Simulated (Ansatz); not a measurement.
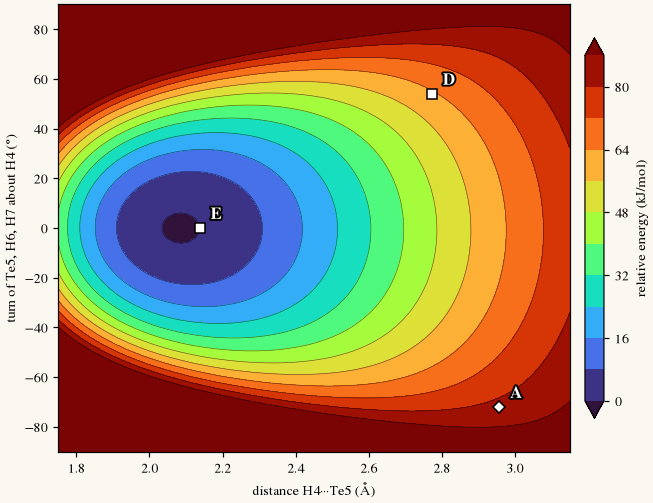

The pair H₃O···H₂Te, charge +1. The turn is about an axis along (0.96, −0.04, 0.29) in the frame of the relaxed pair, normal to the line between the partners. Coordinates scanned: (1) distance H4···Te5; (2) turn of Te5, H6, H7 about H4. The scan uses an 11 × 11 grid. Points are written as (first, second). All energies are given in kJ/mol relative to the lowest grid point. Method: Ansatz 0.2.0, RKS PBE0-D4/def2-TZVPD.

Drawn: filled contours, one colour for all values above the top of the scale, lettered points. Between grid points the surface is interpolated.

Q: Is A the lowest point of the computed grid?

A: No. A lies 82 kJ/mol above the lowest grid point, which is at (2.138 Å, 0°).

Q: What kind of point is each of A, D, E: minimum, saddle, maximum or slope?

A: A: on a slope; D: on a slope; E: minimum. (In these two coordinates alone; a stationary point may lie a little off the grid point.)
